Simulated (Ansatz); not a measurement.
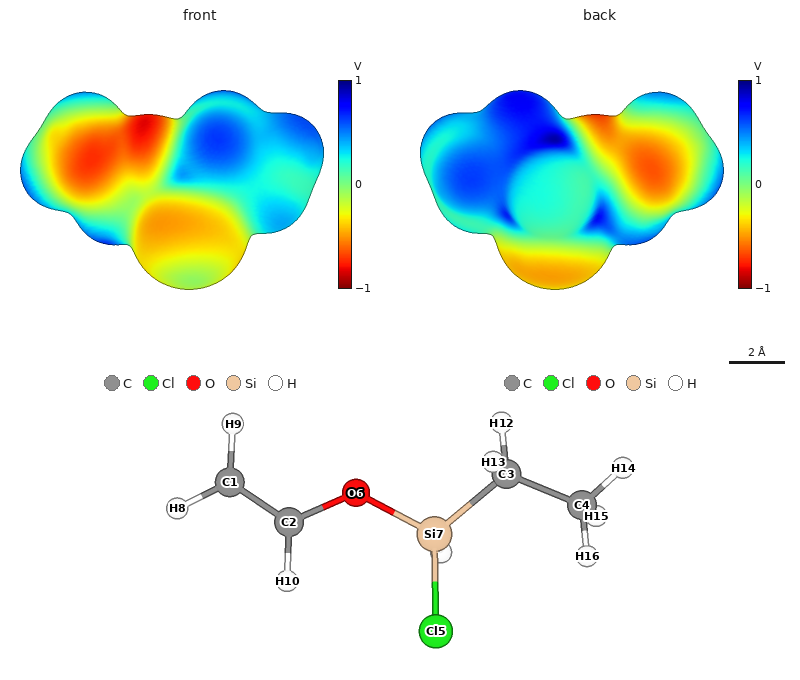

C4H9ClOSi. The electrostatic potential painted on the density surface at 0.001 e/bohr³, seen from the front and from behind; red is negative and blue positive. The bare structure is drawn below in the same view.

Geometry: PBE-D3(BJ)/def2-SVP.

Level of theory: isolated molecule in a Gaussian basis; Kohn-Sham density functional theory, functional PBE0 (Ansatz 0.2.0).

Input file:

```
crystal:
  periodic: [false, false, false]
  atoms:
    - {symbol: C, position_ang: [3.331265, -1.075519, 2.512817]}
    - {symbol: C, position_ang: [2.547479, -0.501046, 1.586011]}
    - {symbol: C, position_ang: [-0.854184, -1.743197, -0.509395]}
    - {symbol: C, position_ang: [-1.721185, -1.456177, -1.742776]}
    - {symbol: Cl, position_ang: [0.328484, 1.284600, -0.468941]}
    - {symbol: O, position_ang: [1.505916, -1.159866, 0.992544]}
    - {symbol: Si, position_ang: [0.738820, -0.766514, -0.454615]}
    - {symbol: H, position_ang: [4.136321, -0.492256, 2.979468]}
    - {symbol: H, position_ang: [3.176800, -2.119947, 2.821415]}
    - {symbol: H, position_ang: [2.681116, 0.551439, 1.271553]}
    - {symbol: H, position_ang: [1.655386, -1.020533, -1.614509]}
    - {symbol: H, position_ang: [-0.574764, -2.818571, -0.452227]}
    - {symbol: H, position_ang: [-1.402011, -1.518688, 0.431208]}
    - {symbol: H, position_ang: [-2.657574, -2.049314, -1.726425]}
    - {symbol: H, position_ang: [-1.190551, -1.703895, -2.685388]}
    - {symbol: H, position_ang: [-2.002793, -0.384935, -1.794254]}
basis:
  gaussian: {orbitals: def2-SVPD}
hamiltonian: {xc: pbe0}
output: {forces: true, orbitals: {seedname: orbitals}}
```

Command:

```sh
ansatz run input.yaml --threads 4 --pin off --max-ram 7830MiB --events-out events.jsonl --progress --plain --runs-dir runs
```

Describe the electrostatic potential map.

Answer. The most negative region (about −0.8 V, or −18 kcal/mol for a unit charge) lies over O6, the most positive (about +0.8 V, or +18 kcal/mol for a unit charge) over Si7.
